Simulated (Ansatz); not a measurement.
Run report: CH$_{8}$OSi, frequency calculation

- system: CH$_{8}$OSi
- method: RKS LDA/6-31G* (Ansatz 0.2.0)

It belongs to a series of runs on one base structure; here: vibrations at the highest image of the band.

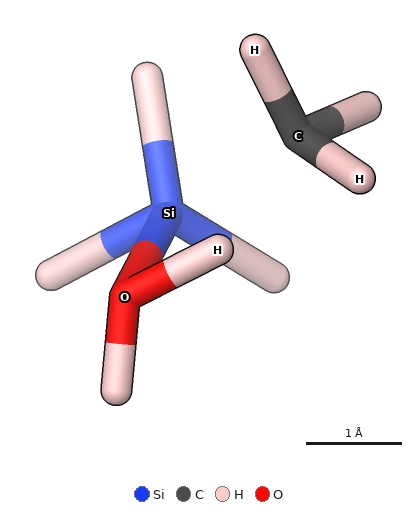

The structure as given in the input (stick view, seen at a tilt).

The input
```yaml
crystal:
  periodic: [false, false, false]
  atoms:
    - { symbol: Si, position_ang: [-0.239766, 0.010128, 0.030101] }
    - { symbol: C, position_ang: [-0.047357, -0.103136, 2.184872] }
    - { symbol: H, position_ang: [-0.716863, -0.443403, 3.009719] }
    - { symbol: H, position_ang: [0.701366, -0.909689, 2.103875] }
    - { symbol: H, position_ang: [0.459909, 0.810045, 2.541284] }
    - { symbol: H, position_ang: [1.170254, 0.546907, 0.023658] }
    - { symbol: H, position_ang: [-0.691124, 0.469595, -1.355232] }
    - { symbol: H, position_ang: [-0.292807, -1.485791, -0.114326] }
    - { symbol: O, position_ang: [-1.841383, 0.757087, 0.686088] }
    - { symbol: H, position_ang: [-2.679964, 0.424598, 0.286094] }
    - { symbol: H, position_ang: [-1.386764, 0.275658, 1.596169] }
basis:
  gaussian: { orbitals: "6-31G*" }
hamiltonian:
  xc: lda
phonons: {}
```

Launched with:
```bash
ansatz run input.yaml --threads 1 --pin off --max-ram 2048MiB --backend cpu --events-out ev --progress --plain --runs-dir out
```

Output
```
Engine: ansatz 0.2.0, x86_64-unknown-linux-gnu
Functional definition: SPW92
  exchange = slater_x
  correlation = pw_c
876 factors; their error is unknown
mean field evaluation 1: about -11022.6880 eV, gradient 6.4e1 eV
mean field evaluation 2: about -11006.3116 eV, gradient 1.0e2 eV
mean field evaluation 4: about -11031.1342 eV, gradient 9.2e0 eV
mean field evaluation 8: about -11031.2539 eV, gradient 1.8e-1 eV
mean field evaluation 16: about -11031.2540 eV, gradient 1.4e-5 eV
mean field -11031.25401328 eV, -405.3911077356 hartree, gradient 1.4e-5 eV, S^2 0.000000; 0 other end points of the search recorded, 0 dependent functions left out
the calculation of the forces begins
reference -11031.25404146 eV, -405.3911087712 hartree; 18, 18 occupied and 47, 47 virtual orbitals, 876 factors
these checks for a lower state are left out or cut short: stability, starts, cluster_reference, orbital_swaps, neighbouring_geometries, increment
876 factors; their error is unknown
mean field -11031.25393473 eV, -405.3911048490 hartree, gradient 1.9e-6 eV, S^2 0.000000; 0 other end points of the search recorded, 0 dependent functions left out
[... from here on the field's lines of each further geometry are left out, up to the last ...]
the calculation of the forces begins
reference -11031.25401329 eV, -405.3911077358 hartree; 18, 18 occupied and 47, 47 virtual orbitals, 876 factors
these checks for a lower state are left out or cut short: stability, starts, cluster_reference, orbital_swaps, neighbouring_geometries, increment
876 factors; their error is unknown
mean field -11031.25396163 eV, -405.3911058375 hartree, gradient 9.2e-7 eV, S^2 0.000000; 0 other end points of the search recorded, 0 dependent functions left out
the calculation of the forces begins
reference -11031.25398981 eV, -405.3911068732 hartree; 18, 18 occupied and 47, 47 virtual orbitals, 876 factors
WARN: phonons: modes at or below zero, which the zero-point energy, F, S and C_V leave out: 1, the lowest at -917.59 cm⁻¹. A minimum has none, and a first-order saddle one
Total energy: -11031.25404146 eV, -405.3911087712 hartree
Atom 0 at    -0.239766     0.010128     0.030101 Å, force     0.003617    -0.010687    -0.007327 eV/Å
Atom 1 at    -0.047357    -0.103136     2.184872 Å, force    -0.010485    -0.003832     0.002157 eV/Å
Atom 2 at    -0.716863    -0.443403     3.009719 Å, force     0.001621    -0.001869    -0.003500 eV/Å
Atom 3 at     0.701366    -0.909689     2.103875 Å, force     0.003304     0.002145     0.000971 eV/Å
Atom 4 at     0.459909     0.810045     2.541284 Å, force     0.000961     0.001338     0.000414 eV/Å
Atom 5 at     1.170254     0.546907     0.023658 Å, force    -0.002413     0.001776     0.001865 eV/Å
Atom 6 at    -0.691124     0.469595    -1.355232 Å, force     0.000992    -0.001298    -0.000538 eV/Å
Atom 7 at    -0.292807    -1.485791    -0.114326 Å, force     0.001677    -0.000555    -0.000640 eV/Å
Atom 8 at    -1.841383     0.757087     0.686088 Å, force    -0.011170     0.023201     0.000215 eV/Å
Atom 9 at    -2.679964     0.424598     0.286094 Å, force     0.003763    -0.007285     0.001744 eV/Å
Atom 10 at    -1.386764     0.275658     1.596169 Å, force     0.008134    -0.002934     0.004640 eV/Å
Dipole moment:    -0.460098    -0.099620     0.237020 e Å
Vibrations: -917.59 124.89 262.22 375.34 418.87 507.26 563.99 568.77 654.60 768.90 809.87 846.64 933.08 989.55 1052.26 1208.03 1276.26 1409.64 1419.50 2020.52 2053.58 2114.73 2154.91 2920.16 3043.03 3100.80 3575.98 cm⁻¹, zero-point energy 2.180472 eV
```

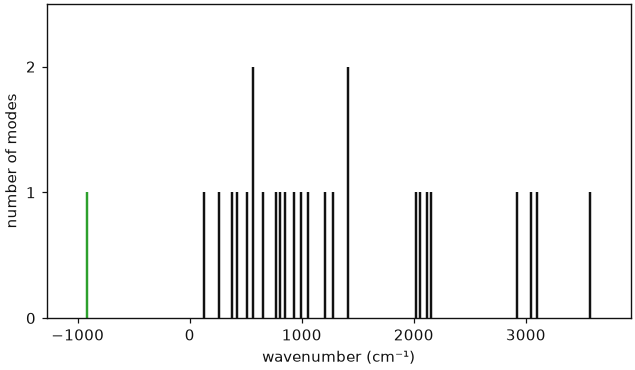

Harmonic vibrational wavenumbers from the force constants; neighbouring modes closer than 20 cm⁻¹ are counted in one stick, and imaginary ones are drawn at negative wavenumbers. 27 modes from 918i to 3576 cm⁻¹, 1 imaginary beyond 8i (918i cm⁻¹): a first-order saddle point, if the geometry is stationary.

Key numbers

```tsv
quantity	value
outcome	converged
total energy	−11031.2540 eV
mean-field energy	−11031.2540 eV
largest force (length of the vector)	0.026 eV/Å
hardware	1 thread of Intel Xeon @ 2.60GHz (Ice Lake), 24 GiB of memory available, shared host
wall time	57 s
peak memory	0.12 GiB
```
